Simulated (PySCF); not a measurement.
SMILES [Cd]([CH3])[F] at its PBE0/def2-SVP optimised geometry (Å):

```
6

Cd    -0.2603    -0.1298     0.0000
F     -2.1977    -0.1286    -0.0015
C      1.8215    -0.1298     0.0000
H      2.1975    -0.8657     0.7247
H      2.1977     0.8657     0.2750
H      2.1975    -0.3897    -0.9996
```

Method: PBE0/def2-TZVP, def2 effective core potentials past Kr (PySCF 2.14.0). The core electrons that the potentials of Cd replace are not part of the density.

Map of the Laplacian of the electron density (e/bohr⁵), clipped to [-1.50, 1.50] on the plane z = 0.6 Å:

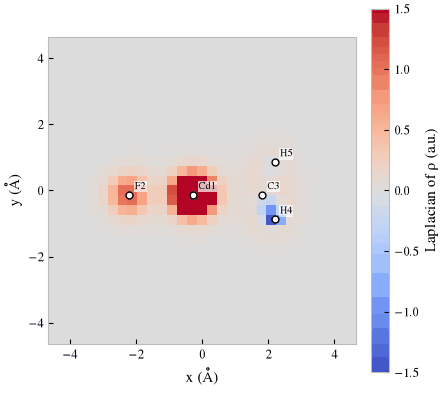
*Laplacian of the electron density (e/bohr⁵), clipped to [-1.50, 1.50] on the plane z = 0.6 Å.*
